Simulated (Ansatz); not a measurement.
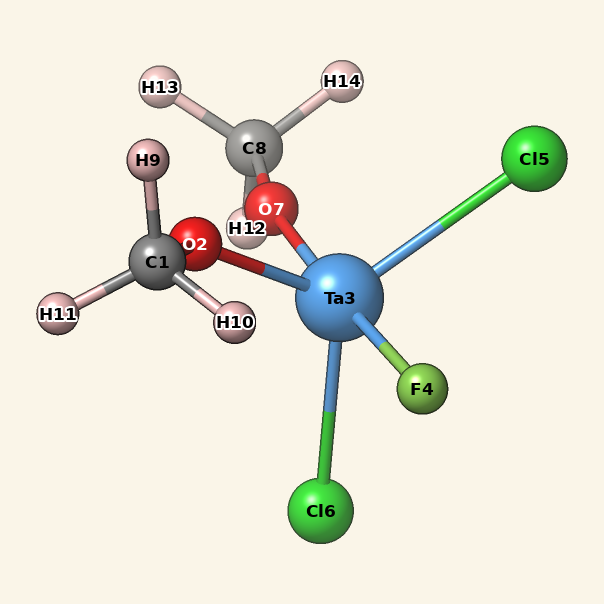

The picture comes from a calculation with Ansatz.

O2 lies behind C1. The molecule seen a little off the C1–O2 bond, C1 in front. Depth is shown by fading: the farther an atom, the more it takes the colour of the background. Charge +1, doublet. Geometry: the geometry of the neutral molecule. Other spin states may lie lower.

### What is the torsion angle H9–C1–O2–Ta3? The sign is positive where the front bond must turn clockwise to cover the back bond.

121°, anticlinal.
